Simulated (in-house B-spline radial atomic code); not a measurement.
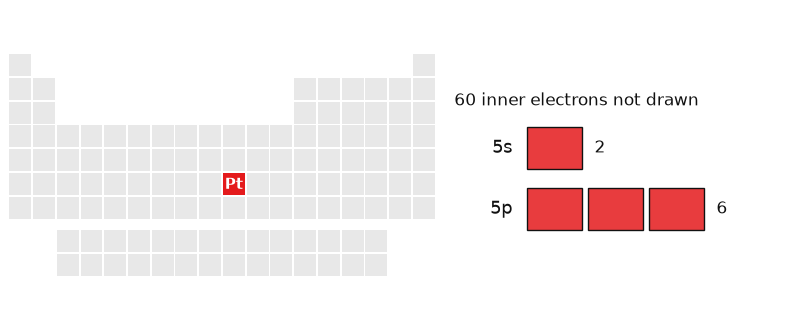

*Left, the place of platinum in the periodic table; right, the outer shells of the closed core: a box for each of the 2l + 1 orbitals, shaded by the share of the shell that is filled, with the electron count at the right.*

**Run report: Pt⁸⁺, many-body perturbation calculation**

System: Pt⁸⁺, core [Xe] 4f14.
Method: configuration interaction of two valence electrons with many-body perturbation theory for the core (screened one- and two-electron correlation potentials), Breit and QED, no-pair Dirac, B-spline basis (in-house B-spline radial atomic code).

The input:
```
basis_form = 3
Z = 78
core_configuration = [Xe] 4f14
rms_radius = 5.427
mass_number = 195
speed_of_light = 137.035999084
box_radius = 9.0
lmax = 6
intervals = 61
virtual_cutoff = 12168.0
```

Hardware: 1 CPU thread, shared host.

Launched within a batch (the task file carries these settings):
```bash
python <driver script> task.json out
```

The program writes its results to a structured record and prints no log; tables and figures of this report are taken from that record.

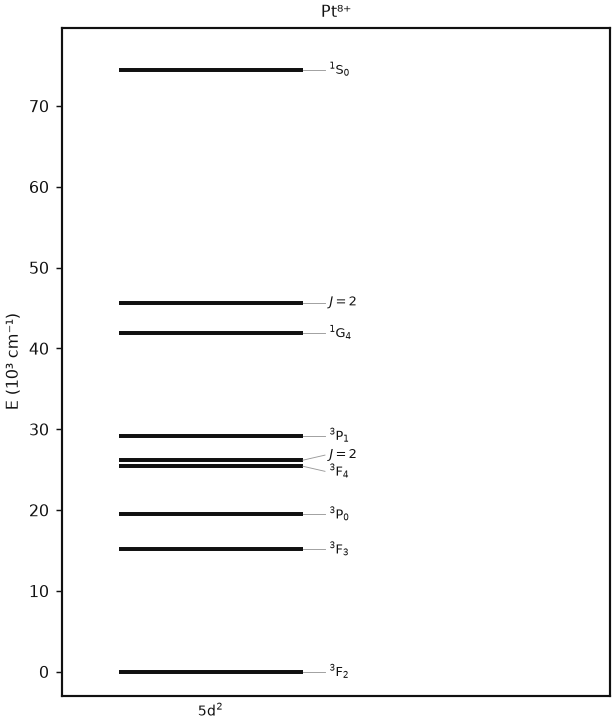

*Levels of Pt⁸⁺ (platinum, Z = 78), two electrons outside the core [Xe] 4f¹⁴. CI+MBPT: configuration interaction in the frozen-core Dirac–Hartree–Fock potential with screened core-valence correlation, Breit and QED terms; computed with a B-spline radial code.*

The lowest level is 5d² ³F₂. The first excited level, 5d² ³F₃, lies at 15,200 cm⁻¹. The ground term spreads over 25,400 cm⁻¹ in the order J = 2, 3, 4, a normal multiplet. All levels drawn have even parity, so no electric dipole line joins them. The ionisation energy is 127.8 eV, against 125.6 eV from CI without core-valence correlation and a tabulated theoretical value of 126.0 eV.

| Level | E (cm⁻¹) |
| --- | --- |
| 5d² ³F₂ | 0 |
| 5d² ³F₃ | 15,160 |
| 5d² ³P₀ | 19,490 |
| 5d² ³F₄ | 25,420 |
| 5d² J = 2 (even, mixed, level 5) | 26,170 |
| 5d² ³P₁ | 29,220 |
| 5d² ¹G₄ | 41,910 |
| 5d² J = 2 (even, mixed, level 8) | 45,680 |
| 5d² ¹S₀ | 74,480 |

Summary:

- outcome: converged
- wall time: 3.7 min
